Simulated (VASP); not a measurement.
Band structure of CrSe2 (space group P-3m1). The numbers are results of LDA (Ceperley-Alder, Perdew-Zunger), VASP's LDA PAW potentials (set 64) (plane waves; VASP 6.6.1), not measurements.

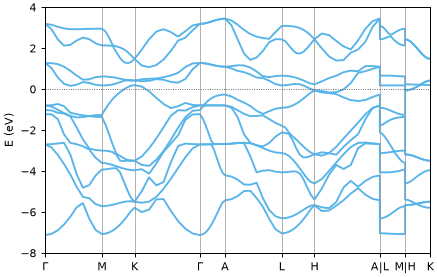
Figure. Bands along high-symmetry lines, zero at the valence-band maximum or, without a gap, the Fermi level

Problem. Read the plot: is there a gap, and where are the band edges?

Solution. It has no gap at this level: it comes out as a metal or semimetal. (Edges off the drawn lines would not show.)

The structure comes from a computed database's CrSe2 entry (P-3m1); how it stands against other phases isn't given here. It was relaxed first, which changed the volume by -16 %. The run is not spin-polarised, so no magnetic state was tried.
